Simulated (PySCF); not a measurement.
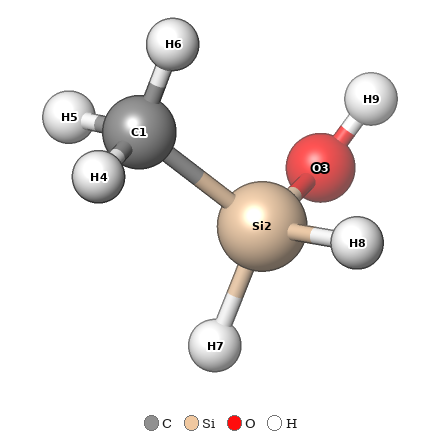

CH₆OSi, SMILES C[SiH2]O. Vertical core-electron binding energies by ΔSCF (HF, pcX-2 on the ionised atom, pcseg-1 elsewhere, spin-free X2C; PySCF 2.14.0, at a PBE0-D3(BJ)/def2-SVP geometry (no frequency check)), gas phase, against the vacuum level. One atom of each kind was ionised; within a panel, areas follow the number of like atoms and 2j + 1 (2p levels are split by first-order spin-orbit coupling, an approximation), Gaussians of 1.0 eV full width. Only the regions named are shown. Lines closer than the width merge in the curve.

### Predict the Si 2p photoelectron lines.

| level | atoms | binding energy (eV) |
| --- | --- | --- |
| Si 2p1/2 | Si2 | 107.3 |
| Si 2p3/2 | Si2 | 106.8 |

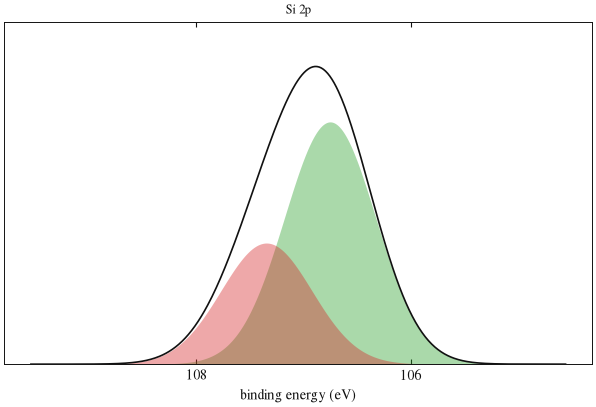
